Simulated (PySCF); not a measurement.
# HBr (charge +1, doublet): what the fields show

```xyz
2

H     0.0000    0.0000   -1.4376
Br    0.0000    0.0000    0.0184
```

Theory: PySCF 2.14.0, PBE0/def2-TZVPPD, non-relativistic Hamiltonian with scalar-relativistic core potentials where named, at a bond length of 1.456 Å.

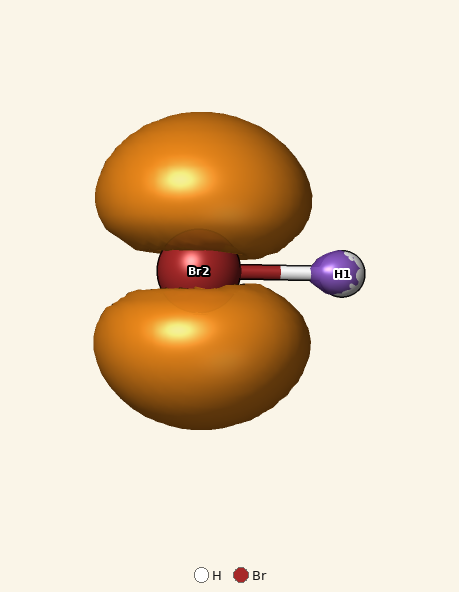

Figure 1. Isosurfaces of the spin density (α minus β) at +0.03 (orange) and −0.03 e/Å³ (purple), seen from one side.

> Where is the unpaired spin?

The unpaired spin (1 electron) lies mostly on Br2 (about 1.0), in electrons by Hirshfeld's partition.

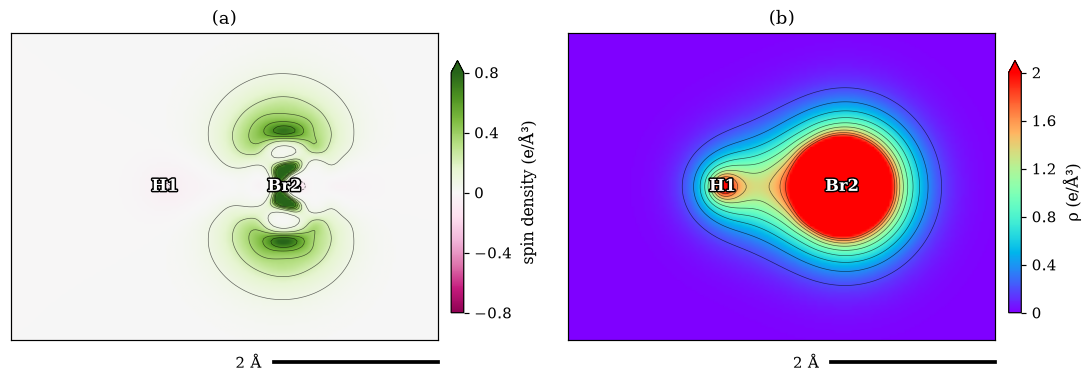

Figure 2. (a) spin density; (b) electron density on a plane that holds the molecular axis.

> What do the fields say about this system?

The plane passes through H and Br nuclei.
Br–H (1.46 Å): ρ is about 1.7 e/Å³ halfway.
